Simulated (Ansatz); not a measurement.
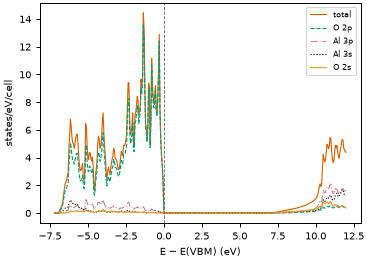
Figure: Total and projected density of states of Al₂O₃ (corundum, space group No. 167), plane-wave PAW r²SCAN (Ansatz code)

Which orbitals carry the states next to the gap?

Top 1 eV of the valence band: O 2p 96 %. Bottom 1 eV of the conduction band: Al 3s 42 %, O 2s 38 %, Al 3p 14 %, O 2p 5 %. Projections are on Löwdin-orthogonalised atomic valence shells; empty p or d shells of many metals are not among them.

Where is the tallest occupied peak in this window, and what makes it?

Near -1.3 eV, about 14 states/eV per cell; the largest projected share is O 2p.

Space group R-3c (corundum). The cell was relaxed with r²SCAN under the symmetry of its start.

Potentials: the earlier of the program's two PAW sets.
